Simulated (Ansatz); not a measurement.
Nudged elastic band of GePH7O4 (part 2 of 2)

GePH7O4; RKS PBE/def2-SVP (Ansatz 0.2.0). It belongs to a series of runs on one base structure; here: band between the two ends.

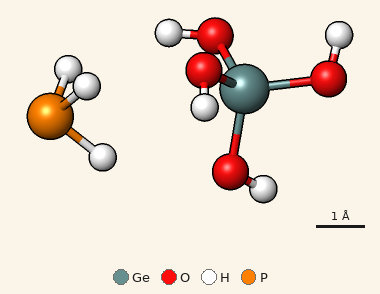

The input geometry (ball-and-stick view, seen at a tilt). Sticks mark near contacts.

The last band as extended XYZ, continued
```
13
Properties=species:S:1:pos:R:3:forces:R:3 image=6 energy=-74073.52351
Ge    0.3569    0.2222   -0.0661    0.0724   0.0234  -0.0901
O    -0.9118    0.1951    2.3082   -0.0539  -0.0589   0.0552
H    -1.5666    0.6434    1.7279   -0.0218  -0.0581  -0.0569
O     0.9521    0.3007   -1.7611   -0.0119  -0.0485  -0.0374
H     1.7421   -0.2653   -1.8424   -0.0113  -0.0462  -0.1084
O    -1.3096    0.9034   -0.2648    0.1049   0.0345   0.0285
H    -1.5209    0.8766   -1.2199   -0.0220   0.0150   0.0556
O     0.3899   -1.5236    0.3324    0.0137   0.0289   0.0238
H    -0.0601   -1.6194    1.1976   -0.0035   0.0862   0.0252
P     1.6813    1.6417    1.2696   -0.0060   0.0113   0.0022
H     2.8123    0.7585    1.1536    0.0073   0.0176   0.0073
H     2.0595    2.4386    0.1355    0.0370   0.0024  -0.0216
H    -0.3064    0.9235    2.5609   -0.1048  -0.0077   0.1165
13
Properties=species:S:1:pos:R:3:forces:R:3 image=7 energy=-74073.67823
Ge    0.4954    0.2930   -0.1501    0.0266   0.0277  -0.0177
O    -1.0664    0.0242    2.3553   -0.0180  -0.0421   0.0157
H    -1.5271    0.4485    1.5917    0.0053  -0.0129  -0.0306
O     1.0142    0.2137   -1.8632    0.0074  -0.0068  -0.0164
H     1.6047   -0.5527   -1.9914   -0.0214  -0.0390  -0.0233
O    -1.1660    1.0233   -0.2327    0.0212   0.0133  -0.0007
H    -1.5901    0.7491   -1.0701   -0.0144   0.0015   0.0270
O     0.4561   -1.3943    0.4341    0.0073   0.0086   0.0102
H    -0.0280   -1.3306    1.2941   -0.0096   0.0478   0.0096
P     1.6991    1.7689    1.2056    0.0102   0.0032   0.0042
H     2.8656    0.9263    1.1501    0.0118   0.0145   0.0061
H     2.1124    2.5607    0.0776    0.0073   0.0035  -0.0070
H    -0.5511    0.7653    2.7304   -0.0336  -0.0192   0.0228
13
Properties=species:S:1:pos:R:3:forces:R:3 image=8 energy=-74073.73371
Ge    0.6211    0.3561   -0.1283    0.0162   0.0081  -0.0122
O    -1.2872   -0.1779    2.2831   -0.0102  -0.0056  -0.0077
H    -1.5537    0.3318    1.4754   -0.0024  -0.0085  -0.0058
O     1.1357    0.1574   -1.8337    0.0022  -0.0071   0.0116
H     1.4001   -0.7741   -1.9660   -0.0147  -0.0115  -0.0072
O    -1.0593    1.0700   -0.1816   -0.0010   0.0080   0.0060
H    -1.5120    0.7660   -0.9934    0.0058   0.0044   0.0064
O     0.5611   -1.2864    0.5602    0.0085   0.0060   0.0066
H    -0.0568   -1.1987    1.3374   -0.0077   0.0123   0.0037
P     1.8095    1.9097    1.1378    0.0147   0.0052   0.0055
H     3.0162    1.1320    1.0232    0.0097   0.0082  -0.0068
H     2.1164    2.7023   -0.0242   -0.0039  -0.0001  -0.0097
H    -0.8724    0.5071    2.8416   -0.0174  -0.0195   0.0097
13
Properties=species:S:1:pos:R:3:forces:R:3 image=9 energy=-74073.76130
Ge    0.7116    0.4057   -0.0641    0.0079  -0.0013  -0.0007
O    -1.4818   -0.3702    2.1951   -0.0052  -0.0041  -0.0024
H    -1.6094    0.2317    1.4149   -0.0019  -0.0025  -0.0021
O     1.1351    0.1053   -1.7811   -0.0009  -0.0012   0.0013
H     1.2451   -0.8597   -1.8952   -0.0046  -0.0022   0.0018
O    -0.9807    1.1100   -0.0710    0.0029   0.0030   0.0050
H    -1.4093    0.8798   -0.9195    0.0040   0.0038   0.0016
O     0.6659   -1.1845    0.7309    0.0003   0.0018   0.0058
H    -0.0781   -1.1270    1.4000    0.0006   0.0009   0.0000
P     1.9872    2.0195    1.0218    0.0041   0.0094  -0.0006
H     3.1958    1.2694    0.7934    0.0016  -0.0021  -0.0077
H     2.1398    2.7739   -0.1959    0.0005   0.0022  -0.0037
H    -1.2026    0.2416    2.9021   -0.0093  -0.0076   0.0017
13
Properties=species:S:1:pos:R:3:forces:R:3 image=10 energy=-74073.76912
Ge    0.7768    0.4686    0.0175   -0.0019   0.0064  -0.0040
O    -1.6437   -0.5643    2.0623    0.0064   0.0098  -0.0019
H    -1.6731    0.1278    1.3480    0.0006  -0.0056   0.0070
O     1.0801    0.0696   -1.7087   -0.0015  -0.0031   0.0077
H     1.1383   -0.9044   -1.7771    0.0000   0.0017  -0.0045
O    -0.9237    1.1592    0.0577   -0.0036   0.0009  -0.0073
H    -1.3120    1.0468   -0.8333    0.0050  -0.0008   0.0093
O     0.7714   -1.0501    0.9363   -0.0134  -0.0057   0.0129
H    -0.0880   -1.0742    1.4591    0.0134   0.0056  -0.0114
P     2.1637    2.1186    0.8909   -0.0003   0.0012  -0.0044
H     3.3339    1.3358    0.5821   -0.0014   0.0002   0.0011
H     2.2074    2.8017   -0.3780   -0.0013  -0.0057   0.0039
H    -1.5125   -0.0396    2.8745   -0.0021  -0.0048  -0.0085
```

The run was set up as follows.

The input
```yaml
crystal:
  periodic: [false, false, false]
  atoms:
    - { symbol: Ge, position_ang: [-0.236622, -0.413483, -0.039117] }
    - { symbol: O, position_ang: [-0.30632, -0.43389, 1.737664] }
    - { symbol: H, position_ang: [-0.069309, 0.451568, 2.079072] }
    - { symbol: O, position_ang: [1.388354, -0.38233, -0.776869] }
    - { symbol: H, position_ang: [1.741614, -1.290987, -0.832694] }
    - { symbol: O, position_ang: [-1.02321, 1.098433, -0.570465] }
    - { symbol: H, position_ang: [-0.69791, 1.336923, -1.460031] }
    - { symbol: O, position_ang: [-1.000677, -1.929079, -0.573603] }
    - { symbol: H, position_ang: [-1.69213, -2.189746, 0.06467] }
    - { symbol: P, position_ang: [1.857654, 2.823357, 1.518648] }
    - { symbol: H, position_ang: [2.355818, 1.650491, 0.845773] }
    - { symbol: H, position_ang: [0.574453, 2.710212, 0.869627] }
    - { symbol: H, position_ang: [1.426986, 2.06403, 2.668726] }
basis:
  gaussian: { orbitals: def2-SVP }
hamiltonian:
  xc: pbe
neb:
  order_check: false
  images: 9
  f_tol: 0.05
  max_iterations: 60
  final_atoms:
    - { symbol: Ge, position_ang: [0.77683706, 0.46859172, 0.01750139] }
    - { symbol: O, position_ang: [-1.64371866, -0.56427403, 2.06225331] }
    - { symbol: H, position_ang: [-1.67308698, 0.12779776, 1.34802954] }
    - { symbol: O, position_ang: [1.0800758, 0.06964263, -1.70867269] }
    - { symbol: H, position_ang: [1.13829671, -0.90438564, -1.77708023] }
    - { symbol: O, position_ang: [-0.92366868, 1.15917371, 0.05774097] }
    - { symbol: H, position_ang: [-1.31197465, 1.04683738, -0.83328121] }
    - { symbol: O, position_ang: [0.77144344, -1.05013978, 0.93631202] }
    - { symbol: H, position_ang: [-0.08799881, -1.07422572, 1.45909879] }
    - { symbol: P, position_ang: [2.16367232, 2.1185861, 0.89089958] }
    - { symbol: H, position_ang: [3.33390091, 1.33579243, 0.58207252] }
    - { symbol: H, position_ang: [2.20741856, 2.80168449, -0.37796391] }
    - { symbol: H, position_ang: [-1.51249601, -0.03958206, 2.87449093] }
  initial_path:
    images:
      - { positions_ang: [[-0.236622, -0.413483, -0.039117], [-0.30632, -0.43389, 1.737664], [-0.069309, 0.451568, 2.079072], [1.388354, -0.38233, -0.776869], [1.741614, -1.290987, -0.832694], [-1.02321, 1.098433, -0.570465], [-0.69791, 1.336923, -1.460031], [-1.000677, -1.929079, -0.573603], [-1.69213, -2.189746, 0.06467], [1.857654, 2.823357, 1.518648], [2.355818, 1.650491, 0.845773], [0.574453, 2.710212, 0.869627], [1.426986, 2.06403, 2.668726]] }
      - { positions_ang: [[-0.18903482, -0.33219811, -0.03007537], [-0.24216989, -0.34450792, 1.81532229], [-0.23350998, 0.30654344, 2.15753551], [1.44401586, -0.30531179, -0.74024399], [1.79152385, -1.22227787, -0.80684703], [-0.98844668, 1.16351435, -0.57469921], [-0.91960148, 1.30598145, -1.32919287], [-0.96505528, -1.83616474, -0.57177122], [-1.60731128, -2.13720607, 0.09476455], [1.75315685, 2.66778085, 1.37268811], [2.37193485, 1.64479359, 0.99241769], [0.82192392, 2.72023405, 0.62735294], [1.28127508, 1.86431779, 2.5241496]] }
      - { positions_ang: [[-0.14144765, -0.25091322, -0.02103374], [-0.17801977, -0.25512583, 1.89298059], [-0.39771096, 0.16151888, 2.23599902], [1.49967771, -0.22829359, -0.70361898], [1.84143369, -1.15356875, -0.78100005], [-0.95368336, 1.22859569, -0.57893341], [-1.14129295, 1.27503989, -1.19835474], [-0.92943355, -1.74325049, -0.56993945], [-1.52249257, -2.08466614, 0.12485909], [1.6486597, 2.51220471, 1.22672822], [2.38805171, 1.63909618, 1.13906237], [1.06939485, 2.73025609, 0.38507888], [1.13556415, 1.66460557, 2.3795732]] }
      - { positions_ang: [[-0.09386047, -0.16962833, -0.01199212], [-0.11386966, -0.16574375, 1.97063888], [-0.56191194, 0.01649431, 2.31446253], [1.55533957, -0.15127538, -0.66699397], [1.89134354, -1.08485962, -0.75515308], [-0.91892004, 1.29367704, -0.58316762], [-1.36298443, 1.24409834, -1.06751661], [-0.89381183, -1.65033623, -0.56810767], [-1.43767385, -2.0321262, 0.15495364], [1.54416254, 2.35662856, 1.08076832], [2.40416856, 1.63339877, 1.28570706], [1.31686577, 2.74027814, 0.14280483], [0.98985323, 1.46489336, 2.2349968]] }
      - { positions_ang: [[-0.04627329, -0.08834344, -0.00295049], [-0.04971955, -0.07636167, 2.04829718], [-0.72611292, -0.12853025, 2.39292604], [1.61100142, -0.07425717, -0.63036896], [1.94125339, -1.0161505, -0.7293061], [-0.88415672, 1.35875838, -0.58740182], [-1.58467591, 1.21315679, -0.93667848], [-0.8581901, -1.55742197, -0.56627589], [-1.35285513, -1.97958627, 0.18504819], [1.43966539, 2.20105242, 0.93480843], [2.42028542, 1.62770136, 1.43235175], [1.5643367, 2.75030019, -0.09946923], [0.84414231, 1.26518114, 2.0904204]] }
      - { positions_ang: [[0.00131389, -0.00705855, 0.00609114], [0.01443057, 0.01302041, 2.12595547], [-0.8903139, -0.27355481, 2.47138955], [1.66666328, 0.00276104, -0.59374396], [1.99116323, -0.94744137, -0.70345913], [-0.8493934, 1.42383973, -0.59163603], [-1.80636738, 1.18221523, -0.80584035], [-0.82256838, -1.46450772, -0.56444411], [-1.26803642, -1.92704634, 0.21514274], [1.33516824, 2.04547627, 0.78884854], [2.43640227, 1.62200395, 1.57899644], [1.81180762, 2.76032223, -0.34174329], [0.69843139, 1.06546893, 1.945844]] }
      - { positions_ang: [[0.15641852, 0.0880715, 0.00837319], [-0.31719928, -0.10243848, 2.11321504], [-1.04686852, -0.1932843, 2.24671755], [1.54934578, 0.01613736, -0.8167297], [1.82058993, -0.93883023, -0.91818335], [-0.86424846, 1.37090653, -0.46176063], [-1.70748884, 1.15513966, -0.81132852], [-0.50376602, -1.38163413, -0.26429289], [-1.0320289, -1.75648222, 0.46393395], [1.50086905, 2.06009824, 0.80925875], [2.615902, 1.56476164, 1.37961165], [1.89092981, 2.76859468, -0.34898742], [0.25624591, 0.84445873, 2.13157338]] }
      - { positions_ang: [[0.31152316, 0.18320156, 0.01065524], [-0.64882912, -0.21789737, 2.10047461], [-1.20342314, -0.11301378, 2.02204554], [1.43202829, 0.02951368, -1.03971545], [1.65001663, -0.93021908, -1.13290757], [-0.87910351, 1.31797332, -0.33188523], [-1.60861029, 1.12806409, -0.81681669], [-0.18496365, -1.29876054, 0.03585834], [-0.79602138, -1.58591809, 0.71272516], [1.66656987, 2.0747202, 0.82966896], [2.79540173, 1.50751934, 1.18022687], [1.970052, 2.77686714, -0.35623154], [-0.18593957, 0.62344853, 2.31730277]] }
      - { positions_ang: [[0.46662779, 0.27833161, 0.01293729], [-0.98045897, -0.33335625, 2.08773417], [-1.35997775, -0.03274327, 1.79737354], [1.31471079, 0.04289, -1.26270119], [1.47944332, -0.92160793, -1.34763179], [-0.89395857, 1.26504012, -0.20200983], [-1.50973175, 1.10098852, -0.82230487], [0.13383871, -1.21588695, 0.33600956], [-0.56001386, -1.41535397, 0.96151637], [1.83227069, 2.08934217, 0.85007917], [2.97490145, 1.45027704, 0.98084208], [2.04917418, 2.78513959, -0.36347566], [-0.62812505, 0.40243834, 2.50303216]] }
      - { positions_ang: [[0.62173242, 0.37346166, 0.01521934], [-1.31208881, -0.44881514, 2.07499374], [-1.51653237, 0.04752724, 1.57270154], [1.1973933, 0.05626631, -1.48568694], [1.30887002, -0.91299679, -1.56235601], [-0.90881362, 1.21210691, -0.07213443], [-1.4108532, 1.07391295, -0.82779304], [0.45264107, -1.13301337, 0.63616079], [-0.32400633, -1.24478984, 1.21030758], [1.9979715, 2.10396414, 0.87048937], [3.15440118, 1.39303473, 0.7814573], [2.12829637, 2.79341204, -0.37071979], [-1.07031053, 0.18142814, 2.68876155]] }
      - { positions_ang: [[0.77683706, 0.46859172, 0.01750139], [-1.64371866, -0.56427403, 2.06225331], [-1.67308698, 0.12779776, 1.34802954], [1.0800758, 0.06964263, -1.70867269], [1.13829671, -0.90438564, -1.77708023], [-0.92366868, 1.15917371, 0.05774097], [-1.31197465, 1.04683738, -0.83328121], [0.77144344, -1.05013978, 0.93631202], [-0.08799881, -1.07422572, 1.45909879], [2.16367232, 2.1185861, 0.89089958], [3.33390091, 1.33579243, 0.58207252], [2.20741856, 2.80168449, -0.37796391], [-1.51249601, -0.03958206, 2.87449093]] }
```

Launch command:
```bash
ansatz run input.yaml --threads 4 --pin off --max-ram 5120MiB --backend cpu --events-out ev --progress --plain --runs-dir out
```

Summary

- outcome: converged
- barrier, forward: 1.353 eV
- barrier, backward: 1.717 eV
- hardware: 4 threads of Arm Neoverse V1, 24 GiB of memory available, shared host
- wall time: 11 min (CPU time 40 min)
- peak memory: 0.23 GiB

Remarks

The order of the saddle point was not checked.
